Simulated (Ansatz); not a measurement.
# Thickness series in CoSi2

The reference is CoSi2 (space group Fm-3m, No. 225; a = 5.315 Å; non-magnetic). Axes: x, y, z lie along the cube axes.

Free-standing slabs (3 atom(s) a layer) normal to [111] with 15 Å of vacuum; in-plane cell held at bulk.

Computed with r2SCAN, PAW, 500 eV (Ansatz, a program for electronic structure; no spin-orbit coupling).

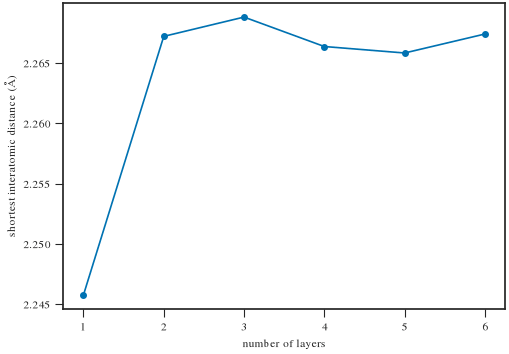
Shortest interatomic distance against number of layers

**Question.** From the plot, what is the shortest interatomic distance for 4 layers?

**Answer.** About 2.266 Å.

**Question.** Is the trend monotonic over the range shown?

**Answer.** No, it turns within the range, spanning 2.246 Å to 2.269 Å.

Whether these cells are dynamically stable was not tested. Seeded moments were not kept for the base. All final runs are without spin polarisation. An odd electron count without spin: CoSi2.
